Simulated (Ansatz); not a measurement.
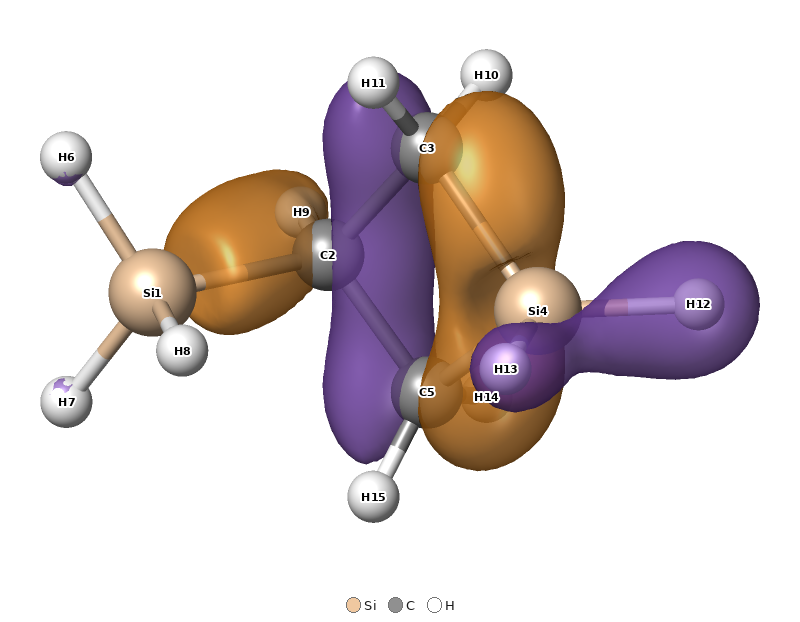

The picture shows: C$_{3}$H$_{10}$Si$_{2}$ (SMILES [SiH3]C1C[SiH2]C1). The HOMO at ±0.15 Å⁻³ᐟ² (orange and purple are the two phases), seen at a tilt.

Geometry: PBE0-D4/def2-TZVP.

The calculation used Ansatz 0.2.0, RKS PBE0-D4/def2-TZVPP.

```xyz
15

Si   -1.2185    1.3621    0.6380
C     0.1649    0.6316   -0.3989
C     1.3059    0.0233    0.4830
Si    0.6032   -1.6752    0.0656
C    -0.3032   -0.6231   -1.2090
H    -0.7137    2.4959    1.4598
H    -2.3254    1.8444   -0.2327
H    -1.7610    0.3211    1.5552
H     0.5297    1.4319   -1.0516
H     2.2898    0.1853    0.0357
H     1.3503    0.3586    1.5204
H     1.5330   -2.7371   -0.4128
H    -0.2673   -2.2655    1.1186
H     0.1698   -0.6664   -2.1931
H    -1.3793   -0.7375   -1.3492
```

**Describe this orbital and give its energy.**

By Hirshfeld shares it lies mainly on C2 (about 20 %), Si4 (about 20 %), C3 (about 15 %), C5 (about 15 %), Si1 (about 10 %) and H12 (about 5 %). Its energy is −7.86 eV.
